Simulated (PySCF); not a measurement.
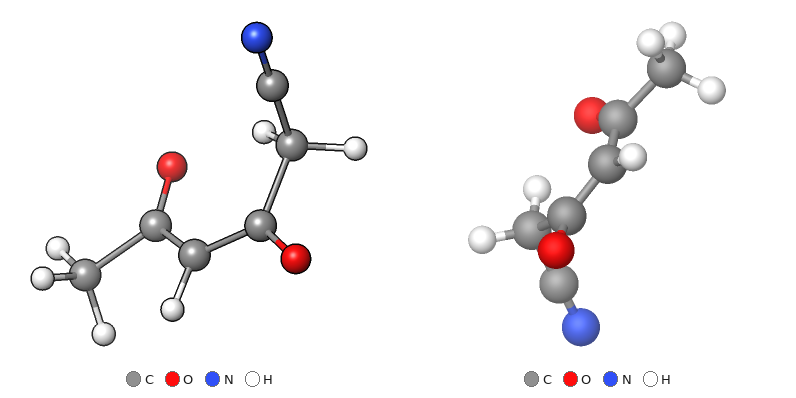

Two views of one molecule.

The species has charge −1 and is a spin singlet. Computed geometry: GFN2-xTB optimisation. No frequency run is at hand to confirm it as a minimum.

Describe the molecule.

The species is C₆H₆NO₂⁻. Its SMILES string is `CC(=O)/C=C(/[O-])CC#N`. It has no ring. Among its groups: ketone, nitrile, alkene. This geometry has C1 symmetry. Coordination: 2 C tetrahedral; 3 C trigonal planar; 1 C linear.

The parts below concern this one geometry. Atoms keep their numbers from picture to picture.

## NMR shielding

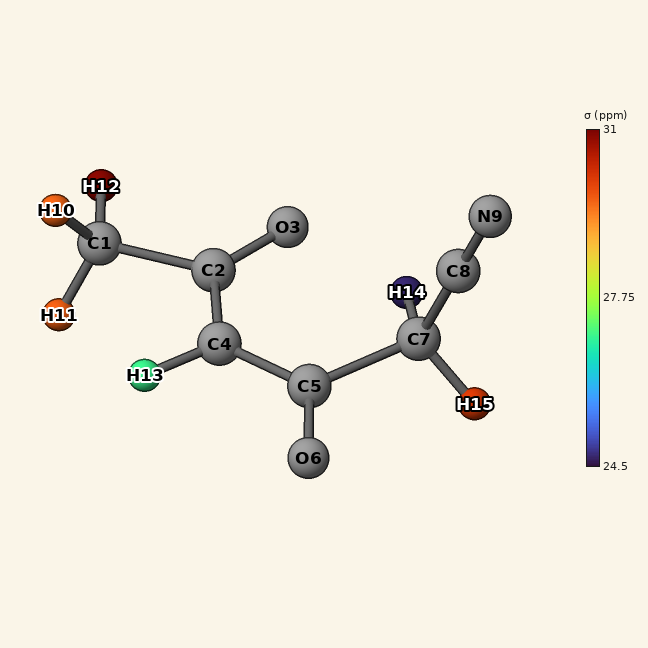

Atoms are coloured by their isotropic NMR shieldings (H only, the others grey). No frequency run is at hand to confirm it as a minimum. Method: GIAO PBE0/pcSseg-1 NMR shielding, non-relativistic, gas phase (PySCF 2.14.0).

List the isotropic NMR shieldings of the H atoms.

```tsv
atom	σ (ppm)
H10	29.60
H11	29.65
H12	30.87
H13	27.03
H14	24.72
H15	30.02
```

## Electronic properties

No frequency run is at hand to confirm it as a minimum. Level of theory: PBE0/def2-SVPD, gas phase (PySCF 2.14.0).

What does the calculation give?

- HOMO energy (Kohn–Sham orbital): −1.86 eV
- mean static polarisability: 96.2 bohr³

## Quadrupole coupling

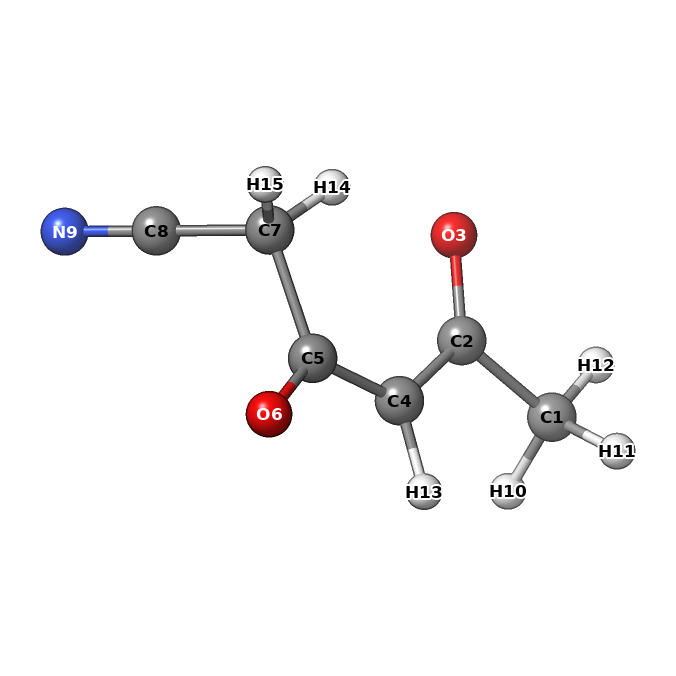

No frequency run is at hand to confirm it as a minimum. Electric field gradients from the ground-state density, PBE0/pcSseg-1 (PySCF 2.14.0), non-relativistic apart from any core potentials.

Give the largest field-gradient component, the quadrupole coupling constant and the asymmetry for 17O at O3 (Q = −25.6 mb), 17O at O6 (Q = −25.6 mb), 14N at N9 (Q = 20.44 mb), 2H at H10 (Q = 2.86 mb), 2H at H11 (Q = 2.86 mb).

```csv
atom,V_zz (a.u.),e²qQ/h (MHz),η
O3,−1.571,9.45,0.26
O6,−1.639,9.86,0.12
N9,−0.858,−4.12,0.06
H10,0.318,0.214,0.01
H11,0.318,0.214,0.01
```

## Charges

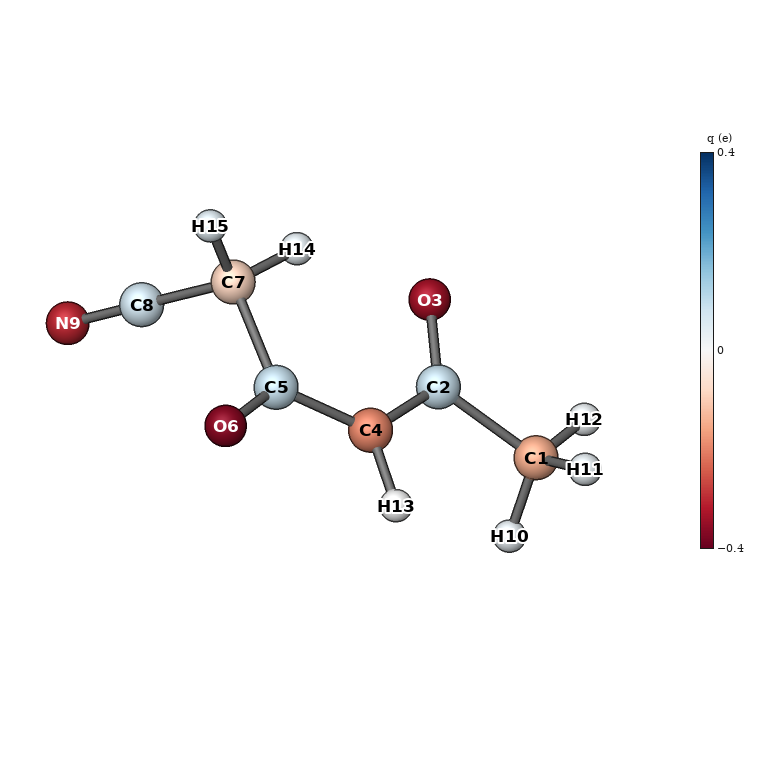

Atoms are coloured by their Hirshfeld charges. No frequency run is at hand to confirm it as a minimum. Level of theory: PBE0/pcSseg-1, gas phase (PySCF 2.14.0).

List the Hirshfeld charges.

```csv
atom,value (e)
C1,−0.15
C2,0.09
O3,−0.33
C4,−0.19
C5,0.09
O6,−0.36
C7,−0.09
C8,0.08
N9,−0.30
H10,0.03
H11,0.03
H12,0.02
H13,0.00
H14,0.03
H15,0.05
```
